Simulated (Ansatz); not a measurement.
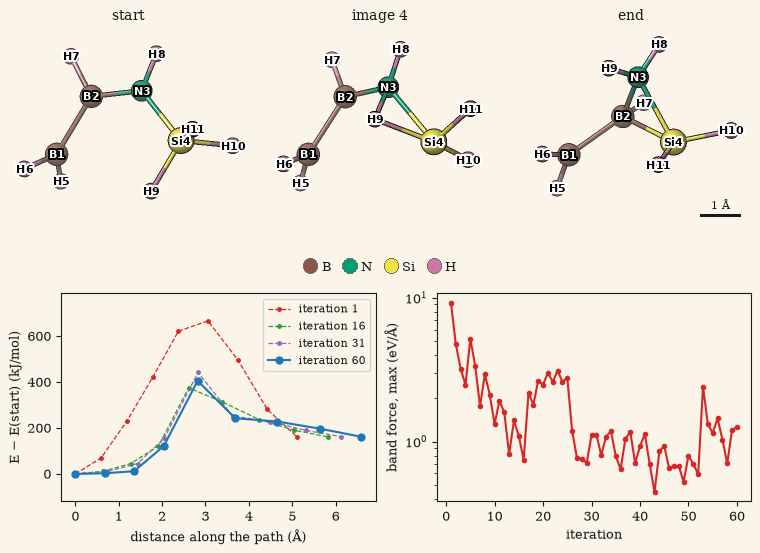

A search for the minimum-energy path of B$_{2}$SiNH$_{7}$ by the nudged elastic band. Images are numbered from 0 (start) to 8 (end). The plot follows the band through its iterations. Style: ball-and-stick. Shown at a tilt.

Theory: RHF/def2-SVP in Ansatz. Run with 7 movable images; climbing image; force threshold 0.03 eV/Å; iteration limit 60; optimiser L-BFGS; largest step 0.5 Å; starting path through a guess of the saddle point.

Question: How did the profile develop, and is the result final?

Answer: The result isn't final. The band hadn't converged when the run stopped after 60 iterations. The largest component of the band force went from 9.2 to 1.3 eV/Å. The barrier read from it is provisional: over the last two iterations the highest image moved from 407.1 kJ/mol to 405.3 kJ/mol. The step length is far from the usual. The first iteration put the highest image at 666.1 kJ/mol. Forward barrier 405.3 kJ/mol, backward barrier 243.5 kJ/mol, with image 4 at the top; the reaction energy is +161.8 kJ/mol.
